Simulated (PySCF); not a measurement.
# C7H3N3Se: excited states, first hyperpolarisability

What do calculations give for the excited states, first hyperpolarisability of C7H3N3Se (`N#Cc1ccc2n[se]nc2c1`)?

Programs: PySCF 2.14.0, with routines of our own; each step states its level. All values are computed. Atoms count from 0.

### 1 The starting structure

14 atoms, charge 0, multiplicity 1; geometry from: GFN2-xTB.

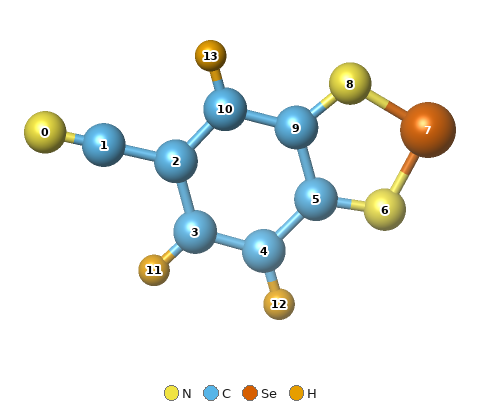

The starting geometry (nitrogen yellow, carbon blue, selenium orange, hydrogen amber).

### 2 Relaxing the molecule at PBE0-D3(BJ)/def2-SVP

Job settings and geometry (Å):

```
{"job": {"xc": "PBE0", "basis": "def2-SVP", "d3": "d3bj", "grid": 2, "kind": "geom"}, "charge": 0, "multiplicity": 1}
N      3.778186    -0.637069     0.693715
C      2.669491    -0.430388     0.490443
C      1.303006    -0.164722     0.236568
C      0.900319     1.188371     0.052194
C     -0.398689     1.509667    -0.197759
C     -1.354042     0.472913    -0.272656
N     -2.651153     0.629246    -0.509313
Se    -3.421876    -0.939708    -0.508558
N     -1.931621    -1.785549    -0.179998
C     -0.944117    -0.899558    -0.085199
C      0.404336    -1.203653     0.172113
H      1.653844     1.959259     0.114975
H     -0.716277     2.530126    -0.340294
H      0.707916    -2.229406     0.311600
```

Command:

```
> OMP_NUM_THREADS=1 python excited_run.py task.json out
```

The driver reads the jobs from task.json and runs them one after another.

Log:

```text
step   0  E = -2832.93460912  max force = 0.033440
step   1  E = -2832.93808697  max force = 0.003769
step   2  E = -2832.93811931  max force = 0.004291
step   3  E = -2832.93816740  max force = 0.000806
step   4  E = -2832.93816500  max force = 0.000871
step   5  E = -2832.93817003  max force = 0.000334
optimisation converged
```

Wall time 1.8 min (1 thread of Arm Neoverse V2, shared host); peak memory 0.98 GiB.

Along the way:

```csv
step,energy from step 0 (eV),largest force component (eV/Å)
0,0.0000,1.7196
1,-0.0946,0.1938
2,-0.0955,0.2207
3,-0.0968,0.0414
4,-0.0968,0.0448
5,-0.0969,0.0172
```

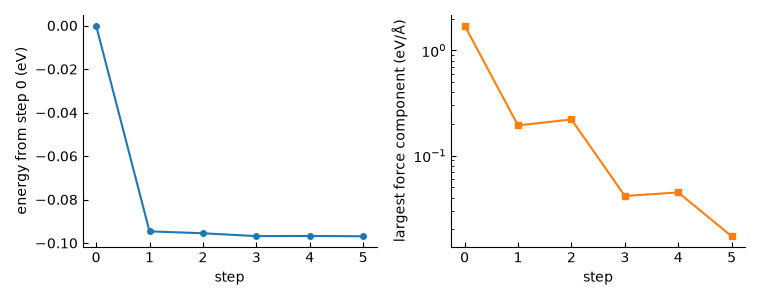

Energy and largest force along the relaxation.

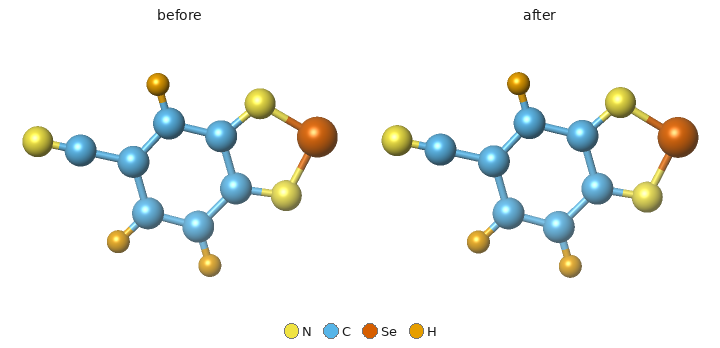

Before and after, at one scale.

Close pairs (by a distance rule), those that changed most:

| bond | before (Å) | after (Å) | change (Å) |
| --- | --- | --- | --- |
| Se7–N8 | 1.745 | 1.773 | +0.028 |
| N6–Se7 | 1.748 | 1.776 | +0.028 |
| C9–C10 | 1.406 | 1.425 | +0.019 |
| C2–C3 | 1.424 | 1.442 | +0.018 |
| C4–C5 | 1.412 | 1.429 | +0.018 |
| C1–C2 | 1.415 | 1.432 | +0.017 |
| C5–C9 | 1.445 | 1.460 | +0.015 |
| N0–C1 | 1.146 | 1.159 | +0.013 |

The end geometry stands in the next job.

```csv
at the end point,value
point group (found at 0.08 Å tolerance),Cs
"rotational constants (GHz, main isotopes)","2.997, 0.425, 0.372"
dipole moment (D),3.81
```

### 3 Excited states: TDA CAM-B3LYP/aug-cc-pVDZ

Job settings and geometry (Å):

```
{"job": {"kind": "states", "xc": "CAM-B3LYP", "basis": "aug-cc-pVDZ", "tda": true, "soc": true, "nstates": 6, "ntriplets": 5, "nquad": 4}, "charge": 0, "multiplicity": 1}
N      3.920715    -0.404616     0.560945
C      2.799249    -0.195578     0.354144
C      1.417214     0.079776     0.097681
C      1.011497     1.450310    -0.089777
C     -0.288510     1.776838    -0.337314
C     -1.265906     0.736398    -0.411505
N     -2.554154     0.928968    -0.645482
Se    -3.317760    -0.674077    -0.633944
N     -1.817346    -1.558352    -0.303713
C     -0.854424    -0.651445    -0.220934
C      0.513593    -0.955224     0.035673
H      1.775406     2.227355    -0.028628
H     -0.605318     2.810567    -0.480618
H      0.816869    -1.992833     0.176836
```

Method: TDA CAM-B3LYP/aug-cc-pVDZ excited states, vertical, gas phase, spin-orbit mean-field couplings.

Log:

```text
coarse grid: 66368 points
cycle   1  E = -2834.1432014126  dE =  1.654e+00  |g| = 5.764e-01  |ddm| = 4.097e+01
cycle   2  E = -2834.0437443816  dE =  9.946e-02  |g| = 9.370e-01  |ddm| = 7.517e+00
cycle   3  E = -2834.2319560371  dE = -1.882e-01  |g| = 1.164e-01  |ddm| = 4.013e+00
cycle   4  E = -2834.2344833579  dE = -2.527e-03  |g| = 6.221e-02  |ddm| = 9.170e-01
cycle   5  E = -2834.2354597582  dE = -9.764e-04  |g| = 1.767e-02  |ddm| = 4.671e-01
cycle   6  E = -2834.2355286957  dE = -6.894e-05  |g| = 8.390e-03  |ddm| = 1.268e-01
cycle   7  E = -2834.2355476323  dE = -1.894e-05  |g| = 3.442e-03  |ddm| = 4.823e-02
cycle   8  E = -2834.2355521708  dE = -4.538e-06  |g| = 1.248e-03  |ddm| = 2.304e-02
final grid: 140624 points
cycle   9  E = -2834.2355295720  dE = -4.960e-07  |g| = 1.656e-03  |ddm| = 3.813e-02
cycle  10  E = -2834.2355285386  dE =  1.033e-06  |g| = 2.852e-03  |ddm| = 2.008e-02
cycle  11  E = -2834.2355303672  dE = -1.829e-06  |g| = 3.865e-04  |ddm| = 1.178e-02
cycle  12  E = -2834.2355304137  dE = -4.650e-08  |g| = 1.274e-04  |ddm| = 2.407e-03
cycle  13  E = -2834.2355304385  dE = -2.476e-08  |g| = 7.246e-05  |ddm| = 2.225e-03
cycle  14  E = -2834.2355304403  dE = -1.873e-09  |g| = 1.116e-05  |ddm| = 6.588e-04
cycle  15  E = -2834.2355304404  dE = -3.092e-11  |g| = 4.962e-06  |ddm| = 8.458e-05
converged SCF energy = -2834.2355304404

Singlet excitations
state   eV       nm        f     d(h-e)  d(exc)  Lambda  PR(NTO)  |dmu|/D   mu/D   main configurations
  1   4.0890   303.2   0.06411   1.198   3.578   0.804   1.145    2.873    2.350   H->L 0.89
  2   4.3428   285.5   0.39468   0.220   3.460   0.724   1.369    0.168    3.970   H-1->L 0.81
  3   4.4118   281.0   0.00001   0.557   2.916   0.460   1.019    1.531    5.282   H-2->L 0.93
  4   4.8841   253.9   0.00009   0.326   3.029   0.549   1.040    0.981    4.809   H-3->L 0.94
  5   5.5379   223.9   0.00000   1.415   3.247   0.398   1.006                     H-1->L+2 0.83
  6   5.9620   208.0   0.39004   0.108   3.441   0.695   2.232                     H->L+1 0.58, H-4->L 0.15, H-1->L+4 0.14

Triplet excitations (Tamm-Dancoff)
state   eV     d(h-e)  d(exc)  Lambda  PR(NTO)   main configurations
  1   2.3700   0.594   3.175   0.816   1.137   H->L 0.89
  2   2.8758   0.177   3.298   0.739   1.036   H-1->L 0.92
  3   3.7832   0.417   2.760   0.453   1.049   H-2->L 0.87
  4   4.0921   0.097   2.613   0.726   2.081   H->L+1 0.35, H-4->L 0.25, H-6->L 0.20
  5   4.4219   0.302   2.877   0.539   1.091   H-3->L 0.88
S1 - T1 = 1.7190 eV

Spin-orbit couplings |<S|Hso|T>| (cm-1)
             T1       T2       T3       T4       T5
S0        0.734    0.353  218.062    0.504  261.268
S1        0.027    0.695   36.293    0.174   11.488
S2        0.347    0.546  231.445    0.295  284.682
S3        7.680  212.942    2.834   38.028  139.915
S4       11.017  297.731  136.965   55.094    2.045
S5       14.054  282.661    0.663   34.727    9.797
S6        2.094    0.365  149.642    1.389  148.269
T1 sublevels (cm-1): 0.000 0.007 0.010   radiative rates (1/s): 9.46 0.0611 3.16
```

Wall time 2.2 min (1 thread of Arm Neoverse V2, shared host); peak memory 1.3 GiB.

In short:

| quantity | value |
| --- | --- |
| S1 less T1 | 1.72 eV |

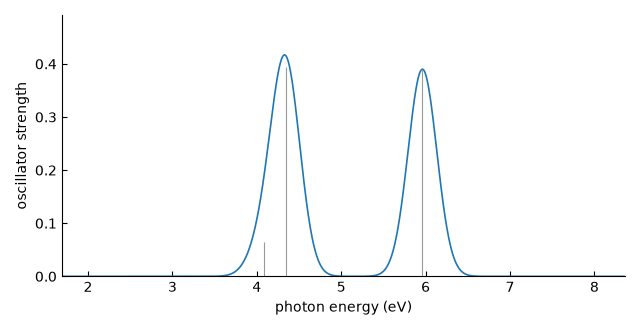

Absorption lines of the singlets. Lines are broadened to a width of 0.40 eV (Gaussian).

Orbitals, density, ELF and potential are computed afterwards from the orbital file.

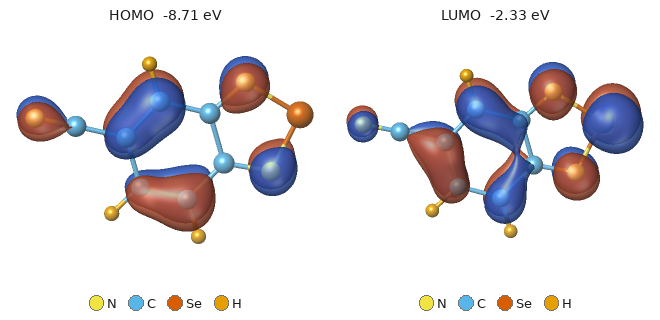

CAM-B3LYP/aug-cc-pVDZ orbitals near the gap, drawn at the value that encloses 70 % of each; the two colours are the two signs.

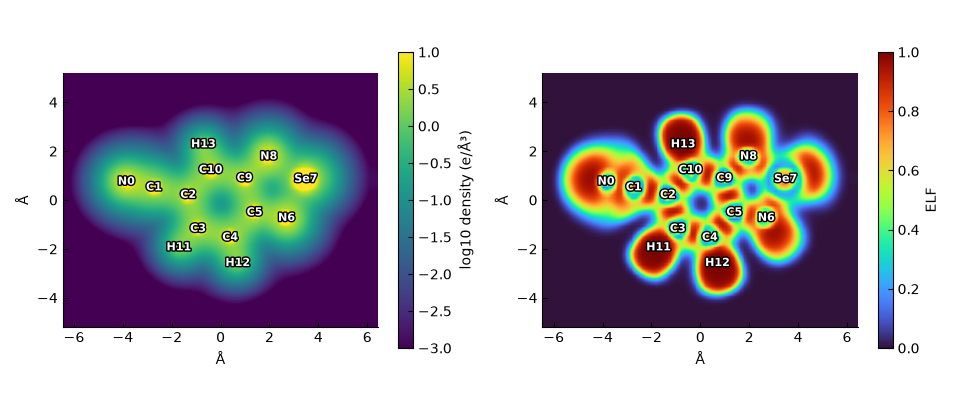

Density (left) and ELF (right) in a plane through or near 14 of the atoms.

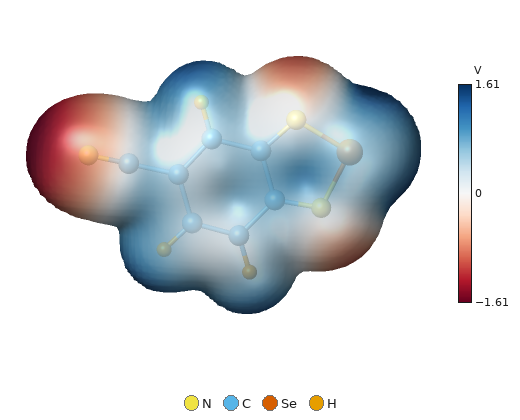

The potential that a unit positive charge feels on the 0.002 e/bohr³ surface, from -1.61 V near N0 to 1.51 V near Se7.

### 4 Excited states: TDDFT CAM-B3LYP/aug-cc-pVDZ

The job, as its differences from that of step 3:

```diff
@@ -1,2 +1,2 @@
-{"job": {"kind": "states", "xc": "CAM-B3LYP", "basis": "aug-cc-pVDZ", "tda": true, "soc": true, "nstates": 6, "ntriplets": 5, "nquad": 4}, "charge": 0, "multiplicity": 1}
+{"job": {"kind": "states", "xc": "CAM-B3LYP", "basis": "aug-cc-pVDZ", "tpa": true, "nstates": 8, "nquad": 6, "ntriplets": 0}, "charge": 0, "multiplicity": 1}
 N      3.920715    -0.404616     0.560945
```

With the program's defaults for keys left out, this is: TDDFT CAM-B3LYP/aug-cc-pVDZ excited states, vertical, gas phase, two-photon moments by quadratic response.

Log:

```text
coarse grid: 66368 points
cycle   1  E = -2834.1432014126  dE =  1.654e+00  |g| = 5.764e-01  |ddm| = 4.097e+01
cycle   2  E = -2834.0437443816  dE =  9.946e-02  |g| = 9.370e-01  |ddm| = 7.517e+00
cycle   3  E = -2834.2319560371  dE = -1.882e-01  |g| = 1.164e-01  |ddm| = 4.013e+00
cycle   4  E = -2834.2344833579  dE = -2.527e-03  |g| = 6.221e-02  |ddm| = 9.170e-01
cycle   5  E = -2834.2354597582  dE = -9.764e-04  |g| = 1.767e-02  |ddm| = 4.671e-01
cycle   6  E = -2834.2355286957  dE = -6.894e-05  |g| = 8.390e-03  |ddm| = 1.268e-01
cycle   7  E = -2834.2355476323  dE = -1.894e-05  |g| = 3.442e-03  |ddm| = 4.823e-02
cycle   8  E = -2834.2355521708  dE = -4.538e-06  |g| = 1.248e-03  |ddm| = 2.304e-02
final grid: 140624 points
cycle   9  E = -2834.2355295720  dE = -4.960e-07  |g| = 1.656e-03  |ddm| = 3.813e-02
cycle  10  E = -2834.2355285386  dE =  1.033e-06  |g| = 2.852e-03  |ddm| = 2.008e-02
cycle  11  E = -2834.2355303672  dE = -1.829e-06  |g| = 3.865e-04  |ddm| = 1.178e-02
cycle  12  E = -2834.2355304137  dE = -4.650e-08  |g| = 1.274e-04  |ddm| = 2.407e-03
cycle  13  E = -2834.2355304385  dE = -2.476e-08  |g| = 7.246e-05  |ddm| = 2.225e-03
cycle  14  E = -2834.2355304403  dE = -1.873e-09  |g| = 1.116e-05  |ddm| = 6.588e-04
cycle  15  E = -2834.2355304404  dE = -3.092e-11  |g| = 4.962e-06  |ddm| = 8.458e-05
converged SCF energy = -2834.2355304404

Singlet excitations
state   eV       nm        f     d(h-e)  d(exc)  Lambda  PR(NTO)  |dmu|/D   mu/D   delta(TPA)   sigma/GM   main configurations
  1   3.8375   323.1   0.04316   1.088   3.534   0.798   1.186    2.688    2.414       25.66      0.138   H->L 0.93
  2   4.1409   299.4   0.32015   0.210   3.401   0.719   1.399    0.206    4.020       27.59      0.173   H-1->L 0.88
  3   4.3539   284.8   0.00001   0.560   2.922   0.460   1.020    1.507    5.255        0.58      0.004   H-2->L 0.93
  4   4.8466   255.8   0.00001   0.330   3.030   0.548   1.042    0.994    4.822        0.26      0.002   H-3->L 0.94
  5   5.5165   224.8   0.00000   1.430   3.258   0.399   1.008    4.695    2.344        1.40      0.016   H-1->L+2 0.83
  6   5.8356   212.5   0.39538   0.179   3.334   0.693   1.691    0.576    4.398      138.69      1.730   H->L+1 0.74, H-1->L+4 0.11
  7   5.9489   208.4   0.00223   2.659   4.009   0.307   1.019                                            H->L+2 0.82
  8   6.0305   205.6   0.01983   0.318   3.398   0.695   2.316                                            H-1->L+1 0.46, H->L+4 0.28, H-6->L 0.09
```

Run time: 2.4 min. Hardware: 1 thread of Arm Neoverse V2, shared host; peak memory 1.3 GiB.

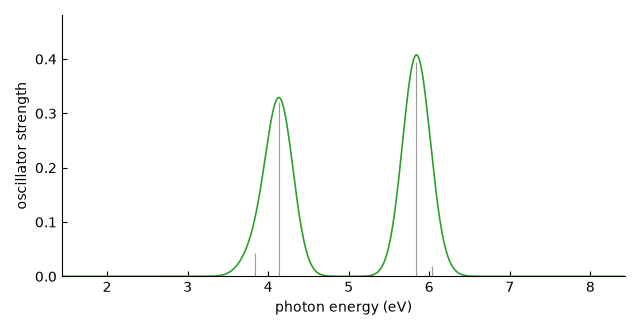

Absorption lines of the singlets. Lines are broadened to a width of 0.40 eV (Gaussian).

### 5 First hyperpolarisability: quadratic response CAM-B3LYP/aug-cc-pVDZ

The job, as its differences from that of step 4:

```diff
@@ -1,2 +1,2 @@
-{"job": {"kind": "states", "xc": "CAM-B3LYP", "basis": "aug-cc-pVDZ", "tpa": true, "nstates": 8, "nquad": 6, "ntriplets": 0}, "charge": 0, "multiplicity": 1}
+{"job": {"kind": "beta", "xc": "CAM-B3LYP", "basis": "aug-cc-pVDZ"}, "charge": 0, "multiplicity": 1}
 N      3.920715    -0.404616     0.560945
```

Level: quadratic response CAM-B3LYP/aug-cc-pVDZ first hyperpolarisability, Taylor convention, gas phase.

Log:

```text
coarse grid: 66368 points
cycle   1  E = -2834.1432014126  dE =  1.654e+00  |g| = 5.764e-01  |ddm| = 4.097e+01
cycle   2  E = -2834.0437443816  dE =  9.946e-02  |g| = 9.370e-01  |ddm| = 7.517e+00
cycle   3  E = -2834.2319560371  dE = -1.882e-01  |g| = 1.164e-01  |ddm| = 4.013e+00
cycle   4  E = -2834.2344833579  dE = -2.527e-03  |g| = 6.221e-02  |ddm| = 9.170e-01
cycle   5  E = -2834.2354597582  dE = -9.764e-04  |g| = 1.767e-02  |ddm| = 4.671e-01
cycle   6  E = -2834.2355286957  dE = -6.894e-05  |g| = 8.390e-03  |ddm| = 1.268e-01
cycle   7  E = -2834.2355476323  dE = -1.894e-05  |g| = 3.442e-03  |ddm| = 4.823e-02
cycle   8  E = -2834.2355521708  dE = -4.538e-06  |g| = 1.248e-03  |ddm| = 2.304e-02
final grid: 140624 points
cycle   9  E = -2834.2355295720  dE = -4.960e-07  |g| = 1.656e-03  |ddm| = 3.813e-02
cycle  10  E = -2834.2355285386  dE =  1.033e-06  |g| = 2.852e-03  |ddm| = 2.008e-02
cycle  11  E = -2834.2355303672  dE = -1.829e-06  |g| = 3.865e-04  |ddm| = 1.178e-02
cycle  12  E = -2834.2355304137  dE = -4.650e-08  |g| = 1.274e-04  |ddm| = 2.407e-03
cycle  13  E = -2834.2355304385  dE = -2.476e-08  |g| = 7.246e-05  |ddm| = 2.225e-03
cycle  14  E = -2834.2355304403  dE = -1.873e-09  |g| = 1.116e-05  |ddm| = 6.588e-04
cycle  15  E = -2834.2355304404  dE = -3.092e-11  |g| = 4.962e-06  |ddm| = 8.458e-05
converged SCF energy = -2834.2355304404

Lowest singlets (eV, f): 3.8375 0.0432  4.1409 0.3202  4.3539 0.0000

First hyperpolarisability (au)
process     nm      |vector|   parallel      HRS      DR
static         -      189.01     -52.47      97.92   2.985
shg       1907.0      209.78      -55.1      107.8    3.09
eope      1907.0      195.40      -53.3          -       -
shg       1064.0      281.09     -63.27      140.9   3.338
eope      1064.0      211.42     -55.31          -       -
```

It took 2 min on 1 thread of Arm Neoverse V2, shared host; peak memory 1.3 GiB.

### 6 Outcome

| quantity | value |
| --- | --- |
| point group | Cs |
| rotational constants (main isotopes) | 3.00, 0.42, 0.37 GHz |
| S1 less T1 (step 3, TDA CAM-B3LYP/aug-cc-pVDZ) | 1.72 eV |
| surface potential, least and greatest | -1.61 V and 1.51 V |
| β vector (step 5, quadratic response CAM-B3LYP/aug-cc-pVDZ) | static 189, SHG 1907.0 nm 210, SHG 1064.0 nm 281 au |

Relaxing lowered the energy by 0.097 eV in 5 steps; the close pair that moved most is Se7–N8, from 1.745 to 1.773 Å. Scalar relativity is left out for the heavy atoms. In step 3, the number of triplets below S1 is 3, and the largest singlet-triplet spin-orbit coupling is S4–T2, 297.73 cm⁻¹. At CAM-B3LYP/aug-cc-pVDZ, counted by nearest atom on the grid, the HOMO lies on C4, C10 about 18 % each; C2 13 %, the LUMO on Se7 21 %; N8 17 %. Steps that list no spin-orbit terms leave them out, which matters at and beside the heavy atoms. β grows from 189 au (static) to 281 au for doubling at 1064.0 nm: normal dispersion, which grows as twice the photon energy moves toward the bright states.
